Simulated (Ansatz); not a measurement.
# ClH5OW: what the fields show

```yaml
atoms:
  - { symbol: W, position_ang: [-0.3509, -0.2822, 0.0739] }
  - { symbol: H, position_ang: [0.1442, 0.3007, 1.5984] }
  - { symbol: H, position_ang: [1.3356, -0.0559, 0.2235] }
  - { symbol: H, position_ang: [0.2119, 1.2988, 0.0664] }
  - { symbol: Cl, position_ang: [-2.4562, 0.6616, 0.1233] }
  - { symbol: O, position_ang: [0.1917, -2.0520, 0.3843] }
  - { symbol: H, position_ang: [1.0315, -2.4682, 0.6266] }
  - { symbol: H, position_ang: [0.5036, 0.1001, -1.3244] }
```

Core potentials replace the inner electrons of W; not at a stationary point (largest force 0.7 eV/Å).

Level of theory: RKS r2SCAN/def2-SVP in Ansatz.

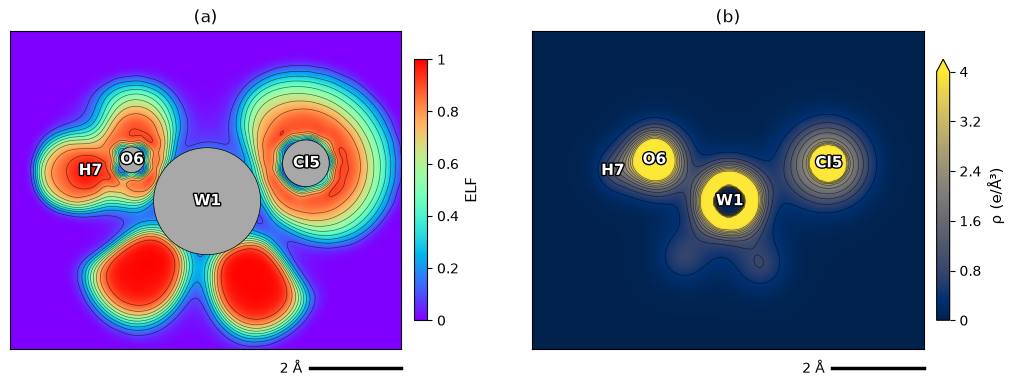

Figure 1. (a) electron localisation function; (b) electron density on the plane of atoms Cl5, W1 and O6. Grey discs cover the atomic cores in the ELF map.

**Describe what can be read from this map.**

- Atoms in the plane: W, Cl, O and H.
- W–O (1.88 Å): ρ at the midpoint is about 1.1 e/Å³; the ELF peaks at about 0.85 in the valence shell of O, 0.5 Å from its nucleus, and drops to about 0.30 between the two atoms.
- W–Cl (2.31 Å): the density is about 0.65 e/Å³ at the midpoint; the ELF peaks at about 0.85 in the valence shell of Cl, 0.8 Å from its nucleus, and is about 0.35 at the midpoint.
- O–H (0.97 Å): ρ at the midpoint is about 3.7 e/Å³; the ELF climbs to about 1 towards the hydrogen, as it does in any bond to H; a covalent bond by its length.

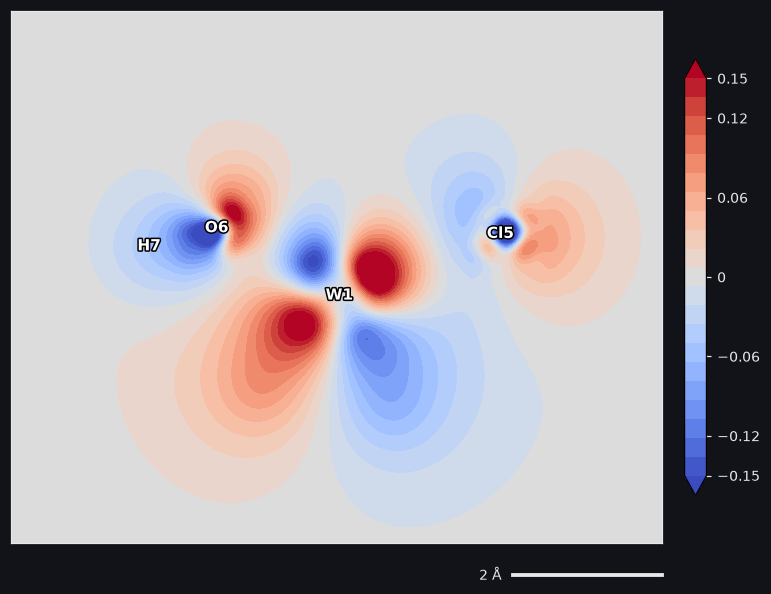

Figure 2. One frontier orbital on the plane of atoms Cl5, W1 and O6 (values in Å⁻³ᐟ²; the overall sign is arbitrary).

**Which orbital is it: HOMO or LUMO?**

The LUMO, at −3.77 eV. It lies mainly on W1 (about 70 %), Cl5 (about 10 %) and O6 (about 10 %).

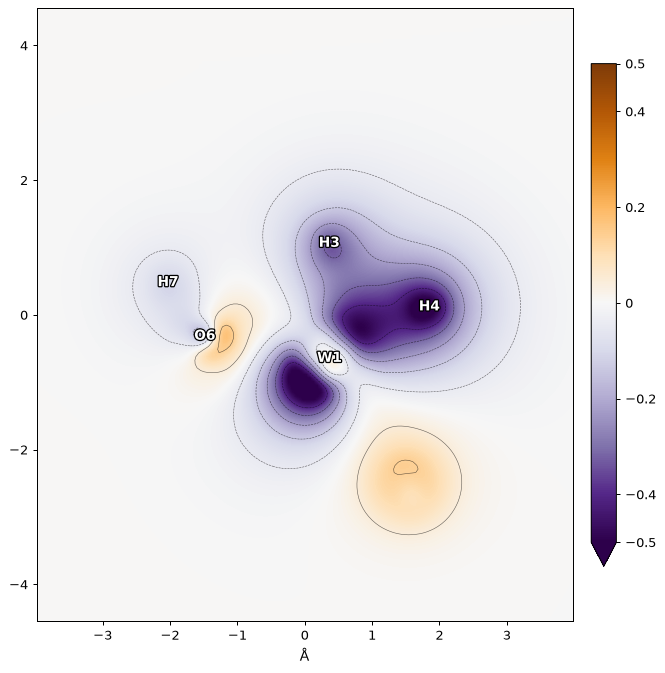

Figure 3. The HOMO−1 on the plane of atoms H3, W1 and O6 (values in Å⁻³ᐟ²; the overall sign is arbitrary).

**Describe this orbital and give its energy.**

By Hirshfeld shares it lies mainly on W1 (about 55 %), H4 (about 15 %), H8 (about 10 %), H2 (about 10 %) and H3 (about 5 %). Its energy is −7.88 eV.
